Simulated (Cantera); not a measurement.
A closed system holds: 1 mol Pb, 6.9 mol N₂, 2.8 mol H₂, held at 1.00 Torr.

These are equilibrium values from Cantera (NASA tables, ideal gas, pure condensed phases), not measurements of a reactor. Candidate condensed phases: Pb; 11 gas species. Rates play no part.

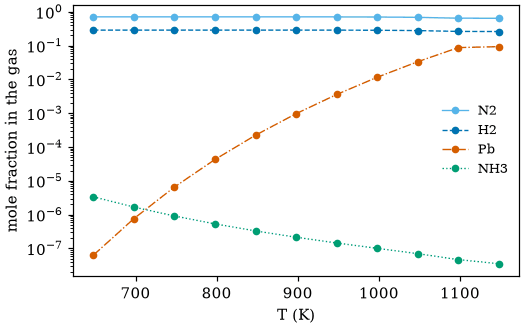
Figure: Equilibrium gas composition (values under 1e-9 drawn at 1e-9)

From 648 K to 1098 K the condensed part is Pb(l). At 1148 K nothing is condensed. The main Pb-bearing gas is Pb throughout.
